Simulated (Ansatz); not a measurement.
Relaxed Mg (hcp, Mg type):

```xyz
4
Lattice="6.3728 0.0000 0.0000 -1.5932 2.7595 0.0000 0.0000 0.0000 5.2238" Properties=species:S:1:pos:R:3 pbc="T T T"
Mg     0.0000     1.8397     3.9178
Mg     3.1864     1.8397     3.9178
Mg     1.5932     0.9198     1.3059
Mg     4.7796     0.9198     1.3059
```

In each cell atom 2 (Mg, nearest neighbour Mg at 3.186 Å; its periodic images, 3.2 Å or more away, move with it) moves by s·(0.577, 0.577, 0.577) (along Cartesian [111]), the rest being held.

Level of theory: PBE (plane waves to 420 eV, PAW, scalar-relativistic; Ansatz, a quantum-chemistry and plane-wave program). k mesh 7×14×7 (Γ-centred), Fermi-Dirac smearing 0.05 eV. E stands for the smeared free energy. With partly filled bands, energies and forces of such displacements shift with the k mesh and the smearing. Mg was relaxed with its symmetry unable to fall. The zero of ΔE is the undisplaced structure.

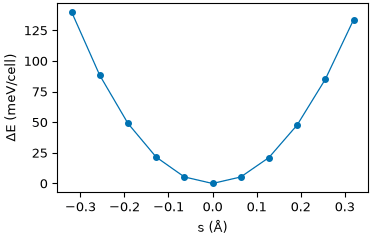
Figure: ΔE (meV/cell) against s (Å); one marker a computed point.

Q: Is the energy the same for displacements of ±0.320 Å, and if not, which side lies higher?

A: Not even: the negative side lies higher at ±0.320 Å.

Q: What is the energy change at s = 0.320 Å?

A: About 130 meV/cell.

(For displaced atoms, the force is minus the slope of the energy, and its curvature is a force constant, which sets phonon frequencies.)
